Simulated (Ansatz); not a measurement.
# BH6Si: the cost of one run

Method: cc-pVDZ, all electrons in the functionals, frozen cores in the correlation of double hybrids and RPA; program: Ansatz 0.2.0, Gaussian basis.

Plan: wB97M-V, B2PLYP, RPA-PBE, at 1.485 Å; 1.594 Å; 1.812 Å; 2.030 Å; 2.248 Å.

### 1 The system

The geometry derives from fragments relaxed apart (PBE0/def2-TZVP) and kept rigid, so it is no stationary point. A hydrogen atom is moved between rigid fragments.

8 atoms, charge 0, spin multiplicity 2.

Atoms are counted from 1 here; the program's logs count them from 0.

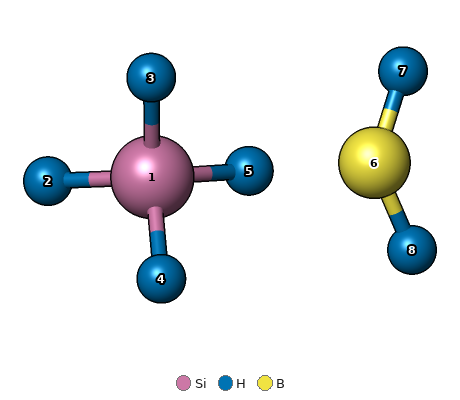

The geometry (silicon pink, hydrogen blue, boron yellow); atoms are numbered from 1 in the order of the file.

No dispersion term is added; wB97M-V holds VV10 nonlocal correlation.

The geometry shown and the zero of energy belong to the point 1.485 Å. The yardstick, UCCSDT(Q), and other wave-function levels (R restricted, U unrestricted, valence and pair active spaces) come from earlier runs.

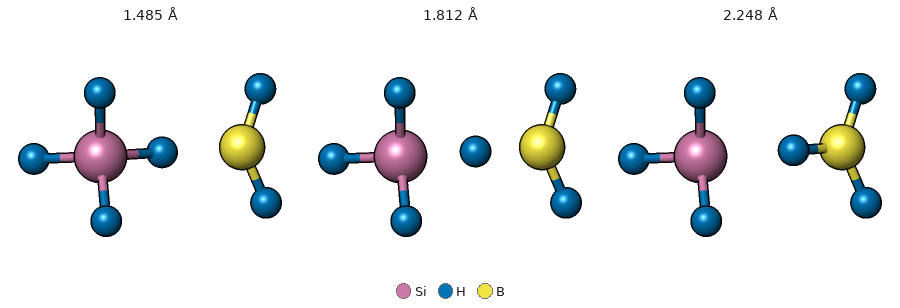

Three points of the scan; sticks are drawn by distance.

### 2 wB97M-V, 1.485 Å

Contents of in.yaml:

```yaml
crystal:
  periodic: [false, false, false]
  atoms:
    - {symbol: Si, position_ang: [-0.998317, 0.000000, 0.000000]}
    - {symbol: H, position_ang: [-1.493189, 1.399708, 0.000000]}
    - {symbol: H, position_ang: [-1.493188, -0.699854, 1.212183]}
    - {symbol: H, position_ang: [-1.493189, -0.699854, -1.212182]}
    - {symbol: H, position_ang: [0.486298, 0.000000, 0.000000]}
    - {symbol: B, position_ang: [2.419683, 0.000000, -0.000001]}
    - {symbol: H, position_ang: [2.928756, 0.000000, 1.077008]}
    - {symbol: H, position_ang: [2.928756, 0.000000, -1.077009]}
basis:
  gaussian: {orbitals: cc-pVDZ}
magnetization: {spin_polarized: true, initial_magnetization: 1}
hamiltonian: {xc: {name: wB97M-V}}
output: {forces: true, orbitals: {seedname: orbitals}}
```

On the command line:

```sh
$ ansatz run in.yaml --threads 1 --pin off --events-out ev --progress --plain --max-ram 2816MiB --backend cpu
```

**Question.** How long does this run take on 1 thread of AMD EPYC 7R13, shared host, and how much memory does it need?

About 9.5 s, with a peak of 0.29 GiB.
